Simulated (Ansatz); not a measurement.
**AlBH+ (triplet): trial inputs and their diagnosis**

3 inputs are run for AlBH+ (triplet) as typed; the log has to tell whether the result can be used and what must change.

Computed with Ansatz 0.2.0, Gaussian basis. Level: the settings change from run to run.

20 further runs of the same task are left out: 8 that didn't finish, 12 set aside as unsound or not needed.

### Step 1. What is computed

The geometry is a PBE0/def2-TZVP stationary point (not a proven minimum) of the parent state, kept for this charge and spin.

3 atoms, charge 1, spin multiplicity 3.

Atoms are counted from 1 here; the program's logs count them from 0.

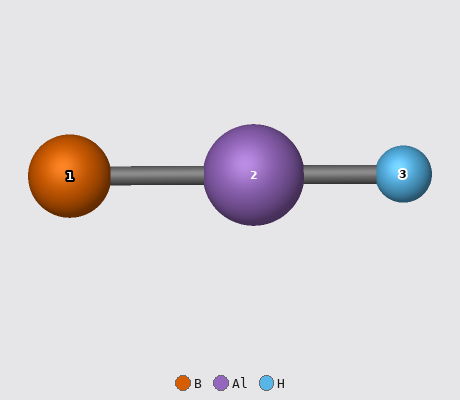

The geometry (boron orange, aluminium purple, hydrogen blue); atoms are numbered from 1 in the order of the file.

### Step 2. Attempt 1

The input, in.yaml:

```yaml
crystal:
  periodic: [false, false, false]
  atoms:
    - {symbol: B, position_ang: [0.000000, 0.000000, 1.817000]}
    - {symbol: Al, position_ang: [0.000000, 0.000000, -0.120000]}
    - {symbol: H, position_ang: [0.000000, 0.000000, -1.697000]}
basis:
  gaussian: {orbitals: STO-3G}
total_charge: 1
magnetization: {spin_polarized: false, initial_magnetization: 2}
correlation: {method: sc_nevpt2, electrons: all, active_space: {window: {electrons: 4, orbitals: 4}, states: [{multiplicity: 3, weights: [1, 1]}], root: 5}}
accuracy: high
```

The run is started by

```sh
$ ansatz run in.yaml --threads 1 --pin off --events-out ev --progress --plain --max-ram 2393MiB
```

The program printed:

```text
Error: the active space averages no state 5, counted from zero
```

Wall time 0.03 s (1 thread of Arm Neoverse N1, shared host).

**Diagnosis.** The run was refused. The root asked for lies beyond the states averaged. Fix: average more states or name a lower root.

### Step 3. Attempt 2

The input, in.yaml:

```yaml
crystal:
  periodic: [false, false, false]
  atoms:
    - {symbol: B, position_ang: [0.000000, 0.000000, 1.817000]}
    - {symbol: Al, position_ang: [0.000000, 0.000000, -0.120000]}
    - {symbol: H, position_ang: [0.000000, 0.000000, -1.697000]}
basis:
  gaussian: {orbitals: 6-31G}
total_charge: 1
magnetization: {spin_polarized: false, initial_magnetization: 2}
correlation: {active_space: {ras: {orbitals: [8, 2, 14], electrons: 19, max_holes: 2, max_particles: 2}, fixed_orbitals: true}}
output: {forces: true}
```

Launched as before.

The program printed:

```text
Functional definition: HF
  name "HF"
  cite "Fock, Z. Phys. 61, 126 (1930) doi:10.1007/BF01340294"
  parent pbe
  exchange = exact_x
  correlation = 0
296 factors; integrals over basis functions are off by at most 1.3e-4 eV
mean field evaluation 1: about -7256.6659 eV, gradient 6.7e0 eV
mean field evaluation 2: about -7256.7000 eV, gradient 6.7e0 eV
mean field evaluation 4: about -7258.0721 eV, gradient 1.4e0 eV
mean field evaluation 8: about -7258.1169 eV, gradient 2.6e-1 eV
mean field evaluation 16: about -7253.5441 eV, gradient 8.1e0 eV
mean field evaluation 32: about -7258.1133 eV, gradient 4.9e-1 eV
mean field evaluation 64: about -7258.0772 eV, gradient 1.6e0 eV
mean field -7258.11831738 eV, -266.7309284344 hartree, gradient 5.2e-6 eV, S^2 2.000000; 6 other end points of the search recorded, 0 dependent functions left out
reference -7258.11831738 eV, -266.7309284344 hartree; 10, 8 occupied and 14, 16 virtual orbitals, 296 factors
Error: 19 electrons in 24 orbitals form no window around the highest filled level of the reference
```

It took 0.48 s on 1 thread of Arm Neoverse N1, shared host.

Diagnosis: The run stopped with an error. The electron count of the restricted space is wrong. To mend it, count the correlated electrons again.

### Step 4. Attempt 3

The input, in.yaml:

```yaml
crystal:
  periodic: [false, false, false]
  atoms:
    - {symbol: B, position_ang: [0.000000, 0.000000, 1.817000]}
    - {symbol: Al, position_ang: [0.000000, 0.000000, -0.120000]}
    - {symbol: H, position_ang: [0.000000, 0.000000, -1.697000]}
basis:
  gaussian: {orbitals: 6-31G}
total_charge: 1
magnetization: {spin_polarized: false, initial_magnetization: 2}
correlation: {method: fic_mrcisd_q, electrons: outside_noble_gas, active_space: {window: {electrons: 4, orbitals: 4}, states: [{multiplicity: 3, weights: [-1, 1]}]}}
```

Same command.

The program printed:

```text
Error: set 0 asks for 2 states and needs as many positive weights; it has [-1.0, 1.0]
```

It took 0.03 s on 1 thread of Arm Neoverse N1, shared host.

**Diagnosis.** The run was refused. The list of states asked for (weights, spin or count) can't be met. To mend it, mend what the message names.

### Step 5. Summary

| attempt | level | ended | cause | time |
| --- | --- | --- | --- | --- |
| 1 | NEVPT2(4,4)/STO-3G | refused | the root asked for lies beyond the states averaged | 0.03 s |
| 2 | CISD/6-31G | stopped by an error | the electron count of the restricted space is wrong | 0.48 s |
| 3 | MRCISD+Q(4,4)/6-31G | refused | the list of states asked for (weights, spin or count) can't be met | 0.03 s |

2 refused, 1 stopped by an error.
